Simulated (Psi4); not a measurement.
# Geometry relaxation, with input and output: BCl (part 1 of 3)

BCl, SMILES [B]Cl, computed with PBE0/STO-3G, RKS, dispersion D3(BJ) (Psi4 1.11).

The geometry comes from this level: PBE0-D4/def2-TZVP.

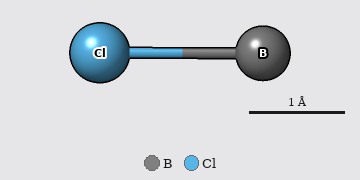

The input geometry (ball-and-stick view, seen on its broad side). Bond lengths as drawn: B–Cl 1.72 Å.

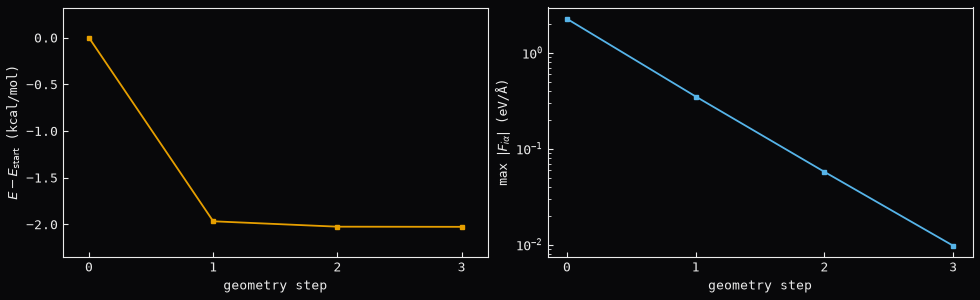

Progress of the relaxation, step by step (steps are counted from 0).

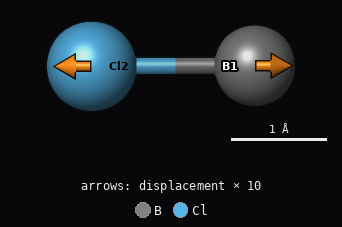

The starting structure with the displacements as orange arrows, magnified 10 times (ball-and-stick view, seen at a tilt). The two geometries are laid on each other by the best rigid fit. The largest moves after the best rigid fit, 0.041 Å, are those of B1 and Cl2. By element the largest moves are B 0.041 Å, Cl 0.041 Å. Among the contacts that change: B1–Cl2 1.718 → 1.800 Å. After 3 geometry steps the energy has fallen by 2.03 kcal/mol. Largest force component: 2.3 eV/Å at the start, 0.0097 eV/Å at the end. (Atoms are counted from 1 in the order of the input.)

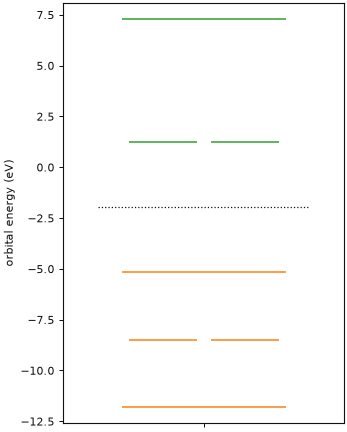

Orbital energies near the frontier; the dotted line parts filled from empty levels, and levels within 0.02 eV of each other stand side by side. Highest filled −5.15 eV, lowest empty 1.22 eV, 6.37 eV apart.

The input that produced these results follows, with the program's output.

## Input file (calc.inp)
```
memory 1600 MB

molecule m {
  B      0.000000     0.000000    -0.069660
  Cl     0.000000     0.000000     1.648190
  units angstrom
  symmetry c1
}

set {
  basis STO-3G
  reference rks
  geom_maxiter 60
}

energy_value, wavefunction = optimize('pbe0-d3bj2b', return_wfn=True)
print_variables()
```

Command:
```bash
psi4 -n 1 calc.inp calc.out
```

## What the program printed
```
Psi4 1.11 release

gradient() will perform analytic gradient computation.

   => Loading Basis Set <=

    Name: STO-3G
    Role: ORBITAL
    Keyword: BASIS

   => PBE0-D3(BJ): Empirical Dispersion <=

        s6 =       1.000000
        s8 =       1.217700
        a1 =       0.414500
        a2 =       4.859300

         ---------------------------------------------------------
                                   SCF
                              RKS Reference
                        1 Threads,   1525 MiB Core
         ---------------------------------------------------------

  ==> Geometry <==

    Molecular point group: c1
    Full point group: C_inf_v

    Geometry (in Angstrom), charge = 0, multiplicity = 1:

       Center              X                  Y                   Z               Mass
    ------------   -----------------  -----------------  -----------------  -----------------
         B            0.000000000000     0.000000000000    -1.306516966706    11.009305360000
         CL           0.000000000000     0.000000000000     0.411333033294    34.968852682000

  Running in c1 symmetry.

  Rotational constants: A = ************  B =      0.68224  C =      0.68224 [cm^-1]
  Rotational constants: A = ************  B =  20452.99859  C =  20452.99859 [MHz]
  Nuclear repulsion =   26.183929276100940

  Charge       = 0
  Multiplicity = 1
  Electrons    = 22
  Nalpha       = 11
  Nbeta        = 11

  ==> Algorithm <==

  SCF Algorithm Type is DF.
  DIIS enabled.
  MOM disabled.
  Fractional occupation disabled.
  Guess Type is SAD.
  Energy threshold   = 1.00e-08
  Density threshold  = 1.00e-08
  Integral threshold = 1.00e-12

  ==> Primary Basis <==

  Basis Set: STO-3G
    Blend: STO-3G
    Number of shells: 8
    Number of basis functions: 14
    Number of Cartesian functions: 14
    Spherical Harmonics?: true
    Max angular momentum: 1

  ==> DFT Potential <==

   => LibXC <=

    Version 7.1.2

   => Composite Functional: PBE0-D3BJ2B <=

    PBE0-d3bj2b Hyb-GGA Exchange-Correlation Functional

    Deriv               =              1
    GGA                 =           TRUE
    Meta                =          FALSE

    Exchange Hybrid     =           TRUE
    MP2 Hybrid          =          FALSE

   => Exchange Functionals <=

    0.7500   Perdew, Burke & Ernzerhof

   => Exact (HF) Exchange <=

    0.2500               HF

   => Correlation Functionals <=

    1.0000   Perdew, Burke & Ernzerhof

   => LibXC Density Thresholds  <==

    XC_HYB_GGA_XC_PBEH:  1.00E-15

   => Molecular Quadrature <=

    Radial Scheme          =       TREUTLER
    Pruning Scheme         =           NONE
    Nuclear Scheme         =       TREUTLER

    Blocking Scheme        =         OCTREE
    BS radius alpha        =              1
    Pruning alpha          =              1
    Radial Points          =             75
    Spherical Points       =            302
    Total Points           =          39944
    Total Blocks           =            354
    Max Points             =            254
    Max Functions          =             14
    Weights Tolerance      =       1.00E-15

   => Loading Basis Set <=

    Name: (STO-3G AUX)
    Role: JKFIT
    Keyword: DF_BASIS_SCF

  ==> Integral Setup <==

  DFHelper Memory: AOs need 0.001 GiB; user supplied 1.104 GiB.
  SCF_SUBTYPE=INCORE selected. In-core MEM_DF algorithm will be used.
  Using in-core AOs.

  ==> MemDFJK: Density-Fitted J/K Matrices <==

    J tasked:                   Yes
    K tasked:                   Yes
    wK tasked:                   No
    Memory [MiB]:              1130
    Algorithm:                 Core
    Schwarz Cutoff:           1E-12
    Mask sparsity (%):       0.0000
    Fitting Condition:        1E-10

   => Auxiliary Basis Set <=

  Basis Set: (STO-3G AUX)
    Blend: DEF2-UNIVERSAL-JKFIT
    Number of shells: 63
    Number of basis functions: 203
    Number of Cartesian functions: 244
    Spherical Harmonics?: true
    Max angular momentum: 4

  Cached 100.0% of DFT collocation blocks in 0.013 [GiB].

  Minimum eigenvalue in the overlap matrix is 3.0557229629E-01.
  Reciprocal condition number of the overlap matrix is 1.7299879602E-01.
    Using symmetric orthogonalization.

  ==> Pre-Iterations <==

  SCF Guess: Superposition of Atomic Densities via on-the-fly atomic UHF (no occupation information).

   -------------------------
    Irrep   Nso     Nmo
   -------------------------
     A         14      14
   -------------------------
    Total      14      14
   -------------------------

  ==> Iterations <==

                           Total Energy        Delta E     RMS |[F,P]|

   @DF-RKS iter SAD:  -478.93004096185734   -4.78930e+02   0.00000e+00
   @DF-RKS iter   1:  -479.42768150692041   -4.97641e-01   9.21369e-03 ADIIS/DIIS
   @DF-RKS iter   2:  -479.43197428030385   -4.29277e-03   9.12148e-03 ADIIS/DIIS
   @DF-RKS iter   3:  -479.44614220974410   -1.41679e-02   1.06852e-03 ADIIS/DIIS
   @DF-RKS iter   4:  -479.44635747931437   -2.15270e-04   2.81094e-05 DIIS
   @DF-RKS iter   5:  -479.44635762583982   -1.46525e-07   1.89816e-06 DIIS
   @DF-RKS iter   6:  -479.44635762652359   -6.83769e-10   3.36813e-08 DIIS
   @DF-RKS iter   7:  -479.44635762652371   -1.13687e-13   3.46955e-09 DIIS
  Energy and wave function converged.

  ==> Post-Iterations <==

   Electrons on quadrature grid:
      Ntotal   =   22.0000026654 ; deviation = 2.665e-06

    Orbital Energies [Eh]
    ---------------------

    Doubly Occupied:

       1A   -100.675840     2A     -9.375627     3A     -7.122029
       4A     -7.113339     5A     -7.113339     6A     -6.588822
       7A     -0.837609     8A     -0.449254     9A     -0.333575
      10A     -0.333575    11A     -0.176326

    Virtual:

      12A      0.055491    13A      0.055491    14A      0.316566

    Final Occupation by Irrep:
              A
    DOCC [    11 ]
    NA   [    11 ]
    NB   [    11 ]

  @DF-RKS Final Energy:  -479.44635762652371

   => Energetics <=

    Nuclear Repulsion Energy =             26.1839292761009403
    One-Electron Energy =                -713.8736379824815685
    Two-Electron Energy =                 232.4556267369885347
    DFT Exchange-Correlation Energy =     -24.2114393114894533
    Empirical Dispersion Energy =          -0.0008363456420922
    VV10 Nonlocal Energy =                  0.0000000000000000
    Total Energy =                       -479.4463576265237066

Computation Completed

Properties will be evaluated at   0.000000,   0.000000,   0.000000 [a0]

Properties computed using the SCF density matrix

 Multipole Moments:

 ------------------------------------------------------------------------------------
     Multipole            Electronic (a.u.)      Nuclear  (a.u.)        Total (a.u.)
 ------------------------------------------------------------------------------------

 L = 1.  Multiply by 2.5417464519 to convert [e a0] to [Debye]
 Dipole X            :         -0.0000000            0.0000000           -0.0000000
 Dipole Y            :         -0.0000000            0.0000000           -0.0000000
 Dipole Z            :         -0.8308535            0.8694190            0.0385655
 Magnitude           :                                                    0.0385655

 ------------------------------------------------------------------------------------

	total time  =          2 seconds =       0.03 minutes

         ------------------------------------------------------------
                                   SCF GRAD
         ------------------------------------------------------------

  ==> Geometry <==

    Molecular point group: c1
    Full point group: C_inf_v

    Geometry (in Angstrom), charge = 0, multiplicity = 1:

       Center              X                  Y                   Z               Mass
    ------------   -----------------  -----------------  -----------------  -----------------
         B            0.000000000000     0.000000000000    -1.306516966706    11.009305360000
         CL           0.000000000000     0.000000000000     0.411333033294    34.968852682000

  Nuclear repulsion =   26.183929276100940

  ==> Basis Set <==

  Basis Set: STO-3G
    Blend: STO-3G
    Number of shells: 8
    Number of basis functions: 14
    Number of Cartesian functions: 14
    Spherical Harmonics?: true
    Max angular momentum: 1

  ==> DFJKGrad: Density-Fitted SCF Gradients <==

    Gradient:                    1
    J tasked:                  Yes
    K tasked:                  Yes
    wK tasked:                  No
    Integrals threads:           1
    Memory [MiB]:             1144
    Schwarz Cutoff:          1E-12
    Fitting Condition:       1E-10

   => Auxiliary Basis Set <=

  Basis Set: (STO-3G AUX)
    Blend: DEF2-UNIVERSAL-JKFIT
    Number of shells: 63
    Number of basis functions: 203
    Number of Cartesian functions: 244
    Spherical Harmonics?: true
    Max angular momentum: 4

   => Molecular Quadrature <=

    Radial Scheme          =       TREUTLER
    Pruning Scheme         =           NONE
    Nuclear Scheme         =       TREUTLER

    Blocking Scheme        =         OCTREE
    BS radius alpha        =              1
    Pruning alpha          =              1
    Radial Points          =             75
    Spherical Points       =            302
    Total Points           =          39944
    Total Blocks           =            354
    Max Points             =            254
    Max Functions          =             14
    Weights Tolerance      =       1.00E-15

  -Total Gradient:
     Atom            X                  Y                   Z
    ------   -----------------  -----------------  -----------------
       1       -0.000000000000     0.000000000000     0.044012383636
       2        0.000000000000    -0.000000000000    -0.043996325833

	total time  =          0 seconds =       0.00 minutes

    			-----------------------------------------

    			 OPTKING 3.0: for geometry optimizations

    			        with contributions from

    			-----------------------------------------

	                            ===> Fragment 1 <==

	 Z (Atomic Numbers)          Masses                          Geom
	       5.000000            11.009305          0.00000000  0.00000000 -2.46895925
	      17.000000            34.968853          0.00000000  0.00000000  0.77730678

	 - Coordinate -           - BOHR/RAD -       - ANG/DEG -
	 R(1,2)           =         3.246266           1.717850

	        --- Internal Coordinate Step in ANG or DEG, aJ/ANG or AJ/DEG ---
	-------------------------------------------------------------------------------
	           Coordinate      Previous         Force          Change          New
	           ----------      --------        ------          ------        ------
	               R(1,2)       1.71785        0.36254        0.06772       1.78557
	-------------------------------------------------------------------------------

	                                 ==> Convergence Check <==

	Measures of convergence in internal coordinates in au.

	Criteria marked as inactive (o), active & met (*), and active & unmet ( ).
```
